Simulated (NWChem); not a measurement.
**the pair CN···SOF2−: a chain of runs**

We compute the energy (singlet [CNSOF2]−, B3LYP-D3(BJ)/pcseg-1), then the energy (singlet CN−, B3LYP-D3(BJ)/pcseg-1), then the energy (singlet SOF2, B3LYP-D3(BJ)/pcseg-1), then the energy (singlet CN−, B3LYP-D3(BJ)/pcseg-1), then a single-point energy (singlet SOF2, B3LYP-D3(BJ)/pcseg-1) of CF2NOS and its partners. 

The calculation is run with NWChem 7.3.0.

### 1 The system as given

[CNSOF2]− has 6 atoms, charge -1, and is taken as a singlet. The two molecules were placed rigidly side by side, at 1.1 times their contact distance; the pair isn't optimised.

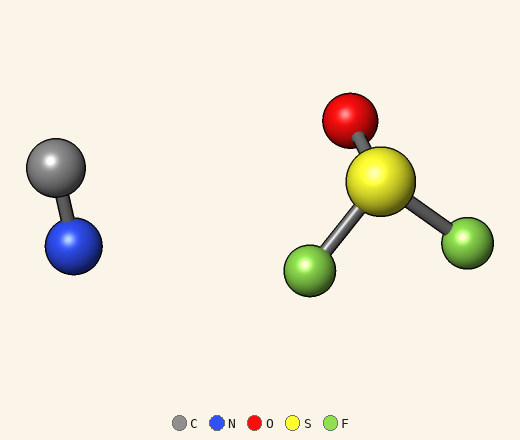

Viewed from a chosen angle; carbon grey, nitrogen blue, oxygen red, sulfur yellow, fluorine green.

### 2 A single-point energy at B3LYP-D3(BJ)/pcseg-1 (run 1)

Contents of test.nw:

```
start test
memory total 2200 mb
charge -1

geometry units angstrom noautosym nocenter noautoz
  C     0.499700   -0.161700    0.257300
  N    -0.499700    0.161700   -0.257300
  O    -1.929680   -0.360930    3.720000
  S    -2.153340    1.040210    3.732760
  F    -3.690910    1.247200    4.070980
  F    -2.341080    1.479400    2.218390
end

basis spherical bse
  C library pcseg-1
  N library pcseg-1
  O library pcseg-1
  S library pcseg-1
  F library pcseg-1
end

dft
  xc b3lyp
  disp vdw 4
  grid fine
  convergence energy 1e-08
  maxiter 100
  mulliken
  noprint "final vectors analysis"
end

task dft energy
```

Started as:

```console
$ nwchem test.nw > test.out
```

Standard output:

```text
[...]
          Wavefunction type:  closed shell.
          No. of atoms     :     6
          No. of electrons :    56
[...]
          Charge           :    -1
          Spin multiplicity:     1
[...]
          AO basis - number of functions:    88
[...]
              XC Information
              --------------
                         B3LYP Method XC Potential
                     Hartree-Fock (Exact) Exchange  0.200
                        Slater Exchange Functional  0.800 local
                    Becke 1988 Exchange Functional  0.720 non-local
              Lee-Yang-Parr Correlation Functional  0.810
                  VWN I RPA Correlation Functional  0.190 local
[...]
 d= 0,ls=0.0,diis     1   -765.5179368117 -1.04D+03  7.02D-02  2.55D+00     1.2
[...]
 d= 0,ls=0.5,diis    37   -765.8289031603 -7.91D-09  2.32D-06  7.32D-09    33.1
         Total DFT energy =     -765.828903166303
      One electron energy =    -1619.769858308355
           Coulomb energy =      642.778146310405
    Exchange-Corr. energy =      -67.753127663879
 Nuclear repulsion energy =      278.921543684932
    Dispersion correction =       -0.005607189406
[...]
      Total Density - Mulliken Population Analysis
     ---------------------------------------------
    Atom       Charge   Shell Charges
 -----------   ------   -------------------------------------------------------
    1 C    6     6.56   2.00  0.78  1.05  1.80  0.88  0.05
    2 N    7     7.43   2.00  0.88  0.76  2.31  1.46  0.03
    3 O    8     8.36   2.00  0.94  0.89  2.90  1.61  0.03
    4 S   16    15.07   2.00  1.99  1.32  0.45  5.99  2.54  0.26  0.52
    5 F    9     9.32   2.00  0.96  0.98  3.42  1.94  0.01
    6 F    9     9.26   2.00  0.96  0.98  3.41  1.90  0.01
[...]
```

It took 35 s on 1 thread of Intel Xeon Platinum 8488C (Sapphire Rapids), shared host; peak memory 0.12 GiB.

### 3 CN−: a single-point energy at B3LYP-D3(BJ)/pcseg-1 (run 2)

Contents of run.nw:

```
echo
start run
title "CN energy"
memory 2200 mb
charge -1
geometry noautosym nocenter noautoz
C     0.499700   -0.161700    0.257300
N    -0.499700    0.161700   -0.257300
end
basis spherical bse
* library pcseg-1
end
dft
xc b3lyp
mult 1
disp vdw 4
grid fine
convergence energy 1e-08
iterations 100
mulliken
print low
end
task dft energy
```

Started as:

```console
$ nwchem run.nw > run.out
```

Standard output:

```text
[...]
 d= 0,ls=0.0,diis     1    -92.7023026975 -1.12D+02  4.49D-02  9.17D-01     0.1
[...]
 d= 0,ls=0.0,diis     7    -92.8302467083 -2.97D-09  3.38D-07  1.33D-10     0.5
         Total DFT energy =      -92.830246708260
      One electron energy =     -167.021444894957
           Coulomb energy =       67.678549193666
    Exchange-Corr. energy =      -12.487345211003
 Nuclear repulsion energy =       19.000957658179
    Dispersion correction =       -0.000963454144
[...]
      Total Density - Mulliken Population Analysis
     ---------------------------------------------
    Atom       Charge   Shell Charges
 -----------   ------   -------------------------------------------------------
    1 C    6     6.57   2.00  0.78  1.06  1.80  0.88  0.05
    2 N    7     7.43   2.00  0.88  0.75  2.32  1.47  0.03
[...]
```

It took 1 s on 1 thread of Intel Xeon Platinum 8488C (Sapphire Rapids), shared host; peak memory 0.11 GiB.

### 4 SOF2: the energy at B3LYP-D3(BJ)/pcseg-1 (run 3)

Contents of f2os.nw:

```
start f2os
memory total 2200 mb
charge 0
geometry units angstrom noautosym nocenter noautoz
 O     -1.929680    -0.360930     3.720000
 S     -2.153340     1.040210     3.732760
 F     -3.690910     1.247200     4.070980
 F     -2.341080     1.479400     2.218390
end
basis spherical bse
 * library pcseg-1
end
dft
 xc b3lyp
 disp vdw 4
 grid fine
 convergence energy 1e-08
 maxiter 100
 mulliken
 print low
end
task dft energy
```

Started as:

```console
$ nwchem f2os.nw > f2os.out
```

Standard output:

```text
[...]
 d= 0,ls=0.0,diis     1   -672.8321033695 -8.67D+02  3.80D-02  1.51D+00     0.7
[...]
 d= 0,ls=0.0,diis     8   -672.9964370802 -4.35D-09  4.55D-06  1.09D-07     4.2
         Total DFT energy =     -672.996437080214
      One electron energy =    -1315.800035187923
           Coulomb energy =      504.148641160172
    Exchange-Corr. energy =      -55.271326308845
 Nuclear repulsion energy =      193.929792373536
    Dispersion correction =       -0.003509117154
[...]
      Total Density - Mulliken Population Analysis
     ---------------------------------------------
    Atom       Charge   Shell Charges
 -----------   ------   -------------------------------------------------------
    1 O    8     8.37   2.00  0.94  0.89  2.90  1.61  0.03
    2 S   16    15.05   2.00  1.99  1.32  0.45  5.99  2.53  0.24  0.52
    3 F    9     9.29   2.00  0.96  0.98  3.42  1.92  0.01
    4 F    9     9.29   2.00  0.96  0.98  3.42  1.92  0.01
[...]
```

Wall time 4.8 s (1 thread of Intel Xeon Platinum 8488C (Sapphire Rapids), shared host); peak memory 0.12 GiB.

### 5 CN− among ghost functions: a single-point energy at B3LYP-D3(BJ)/pcseg-1 (with ghost functions) (run 4)

Contents of sp.nw:

```
start sp
title "CN energy"
memory stack 880 mb heap 220 mb global 1100 mb
charge -1

geometry units atomic noautosym nocenter noautoz
C   0.94429614 -0.30556871  0.48622653
N  -0.94429614  0.30556871 -0.48622653
bqO     -3.646567    -0.682059     7.029781
bqS     -4.069223     1.965712     7.053894
bqF     -6.974809     2.356866     7.693037
bqF     -4.424000     2.795661     4.192150
end

basis spherical bse
C library pcseg-1
N library pcseg-1
bqO library O pcseg-1
bqS library S pcseg-1
bqF library F pcseg-1
end

dft
xc b3lyp
disp vdw 4
grid fine
convergence energy 1e-08
maxiter 100
mulliken
print low
end

task dft energy
```

Started as:

```console
$ nwchem sp.nw > sp.out
```

Standard output:

```text
[...]
 d= 0,ls=0.0,diis     1    -92.7008451387 -1.12D+02  1.45D-02  9.36D-01     0.9
[...]
 d= 0,ls=0.0,diis     7    -92.8314524042 -3.40D-09  1.89D-07  3.34D-10     5.6
         Total DFT energy =      -92.831452404225
      One electron energy =     -166.993981214484
           Coulomb energy =       67.646471511506
    Exchange-Corr. energy =      -12.483935637902
 Nuclear repulsion energy =       19.000956390799
    Dispersion correction =       -0.000963454144
[...]
      Total Density - Mulliken Population Analysis
     ---------------------------------------------
    Atom       Charge   Shell Charges
 -----------   ------   -------------------------------------------------------
    1 C    6     6.56   2.00  0.78  1.05  1.80  0.88  0.05
    2 N    7     7.43   2.00  0.88  0.75  2.31  1.47  0.03
    3 X    0    -0.00   0.00  0.00 -0.00 -0.00 -0.00  0.00
    4 X    0     0.01   0.00  0.00 -0.00  0.00  0.00 -0.00  0.01 -0.00
    5 X    0    -0.00   0.00  0.00 -0.00  0.00 -0.00 -0.00
    6 X    0     0.00   0.00  0.00 -0.00 -0.00  0.00  0.00
[...]
```

Wall time 6.3 s (1 thread of Intel Xeon Platinum 8488C (Sapphire Rapids), shared host); peak memory 0.12 GiB.

### 6 SOF2 among ghost functions: the energy at B3LYP-D3(BJ)/pcseg-1 (with ghost functions) (run 5)

Contents of f2os.nw:

```
START f2os
TITLE "F2OS"
memory 2200 mb
charge 0
GEOMETRY units bohr noautosym nocenter noautoz
  O  -3.64656671 -0.68205885  7.02978118
  S  -4.06922285  1.96571201  7.05389409
  F  -6.97480905  2.35686642  7.69303726
  F  -4.42400004  2.79566083  4.19214954
  bqC      0.944296    -0.305569     0.486227
  bqN     -0.944296     0.305569    -0.486227
END
BASIS "ao basis" spherical bse
  O library pcseg-1
  S library pcseg-1
  F library pcseg-1
  bqC library C pcseg-1
  bqN library N pcseg-1
END
DFT
  xc b3lyp
  disp vdw 4
  grid fine
  convergence energy 1e-08
  maxiter 100
  mulliken
  print low
END
TASK dft energy
```

Started as:

```console
$ nwchem f2os.nw > f2os.out
```

Standard output:

```text
[...]
 d= 0,ls=0.0,diis     1   -672.8324549185 -8.67D+02  2.59D-02  1.51D+00     1.2
[...]
 d= 0,ls=0.0,diis     8   -672.9968319987  1.76D-11  3.38D-06  1.85D-07     7.1
         Total DFT energy =     -672.996831998674
      One electron energy =    -1315.785997557083
           Coulomb energy =      504.133172511680
    Exchange-Corr. energy =      -55.270276287963
 Nuclear repulsion energy =      193.929778451799
    Dispersion correction =       -0.003509117107
[...]
      Total Density - Mulliken Population Analysis
     ---------------------------------------------
    Atom       Charge   Shell Charges
 -----------   ------   -------------------------------------------------------
    1 O    8     8.37   2.00  0.94  0.89  2.90  1.61  0.03
    2 S   16    15.04   2.00  1.99  1.32  0.45  5.99  2.53  0.24  0.52
    3 F    9     9.29   2.00  0.96  0.98  3.42  1.92  0.01
    4 F    9     9.29   2.00  0.96  0.98  3.42  1.92  0.01
    5 X    0     0.00  -0.00 -0.00  0.00 -0.00  0.00 -0.00
    6 X    0     0.00  -0.00 -0.00 -0.00 -0.00  0.00  0.00
[...]
```

It took 7.8 s on 1 thread of Intel Xeon Platinum 8488C (Sapphire Rapids), shared host; peak memory 0.12 GiB.

### 7 Summary of results

| quantity | value |
| --- | --- |
| run 1, B3LYP-D3(BJ)/pcseg-1: total energy | -765.82890 Eh |
| run 1, B3LYP-D3(BJ)/pcseg-1: dispersion energy | -14.72 kJ/mol |
| CN−: total energy | -92.83025 Eh |
| CN−: dispersion energy | -2.53 kJ/mol |
| SOF2: total energy | -672.99644 Eh |
| SOF2: dispersion energy | -9.21 kJ/mol |
| CN− among ghost functions: total energy | -92.83145 Eh |
| CN− among ghost functions: dispersion energy | -2.53 kJ/mol |
| SOF2 among ghost functions: total energy | -672.99683 Eh |
| SOF2 among ghost functions: dispersion energy | -9.21 kJ/mol |
| interaction energy of the rigid parts CN− and SOF2 (parts in their own basis; closest atoms 3.36 Å apart) | -0.060 eV |
| interaction energy of the rigid parts CN− and SOF2 (parts in the whole basis, counterpoise; closest atoms 3.36 Å apart) | -0.017 eV |

The interaction energy of the rigid parts CN− and SOF2 (parts in their own basis; closest atoms 3.36 Å apart) is −0.06 eV (−5.8 kJ/mol): the parts attract. Without counterpoise this holds the superposition error of the basis. The interaction energy of the rigid parts CN− and SOF2 (parts in the whole basis, counterpoise; closest atoms 3.36 Å apart) is −0.02 eV (−0.4 kcal/mol). The basis-set superposition error is 4.2 kJ/mol. Mulliken charges (SOF2) run from -0.37 on O1 to +0.95 on S2; they depend strongly on the basis.
